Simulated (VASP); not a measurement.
Band structure of KTaO3 (space group Pm-3m). Calculation: modified Becke-Johnson potential (mBJ) with spin-orbit coupling, VASP's PBE PAW potentials (set 64) (plane waves; VASP).

mBJ is a potential without an energy functional, so only the levels count.

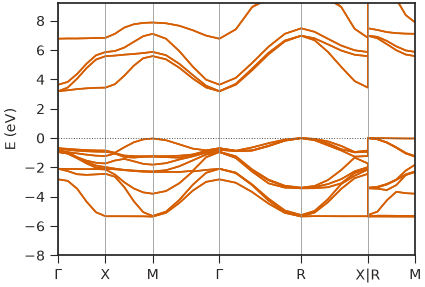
Figure. Bands along high-symmetry lines, zero at the valence-band maximum or, without a gap, the Fermi level

Question: Read the plot: is there a gap, and where are the band edges?

Answer: The gap is indirect, 3.19 eV, from the valence maximum at R to the conduction minimum at Γ.

The structure comes from a computed database's KTaO3 entry (Pm-3m); how it stands against other phases isn't given here. It was relaxed first. The cell's shape comes from a PBE relaxation.
